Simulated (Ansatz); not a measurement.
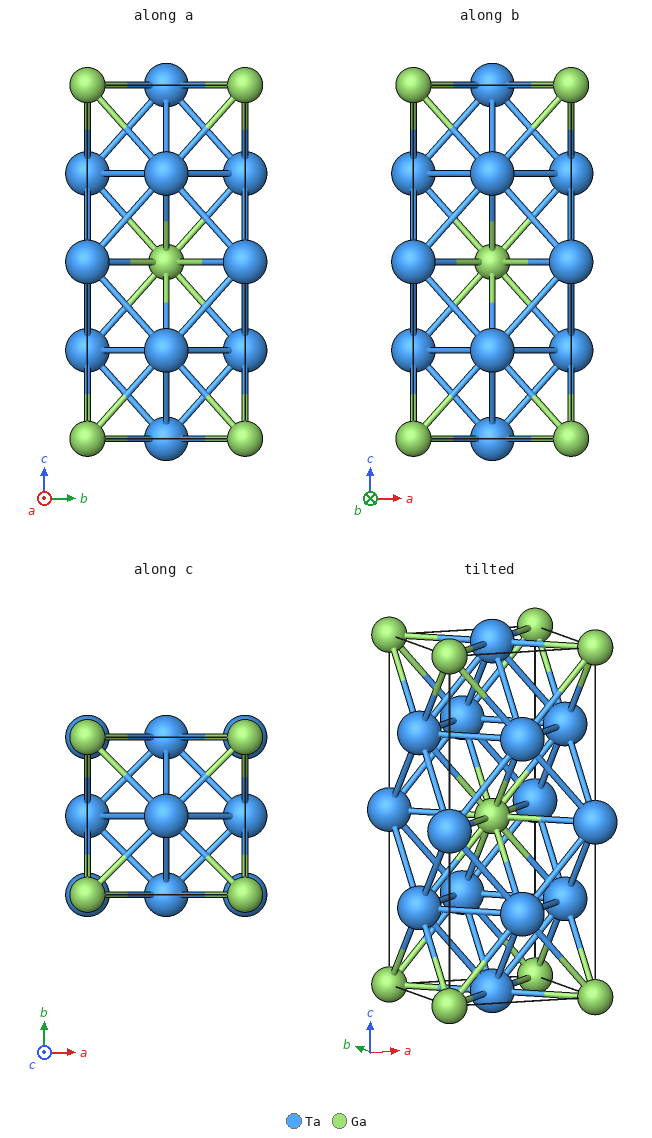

Ball-and-stick representation of a periodic structure, projected along the a axis, along the b axis, along the c axis and slightly off an axis. The edges of the conventional unit cell are marked.

Lattice parameters: a = 3.978 Å, b = 3.978 Å, c = 8.925 Å, α = 90.00°, β = 90.00°, γ = 90.00°.

Express the structure as a table of Wyckoff sites.

Space group I4/mmm (No. 139).
```csv
atom,site,x,y,z
Ta,2b,0.5000,0.5000,0.0000
Ta,4d,0.5000,0.0000,0.2500
Ga,2a,0.0000,0.0000,0.0000
```

Its origin is a textbook structure type filled with these elements (whether it is the usual form wasn't checked). This is the structure after a relaxation with Ansatz 0.2.0, DFT PBE, scalar-relativistic, plane waves, PAW.
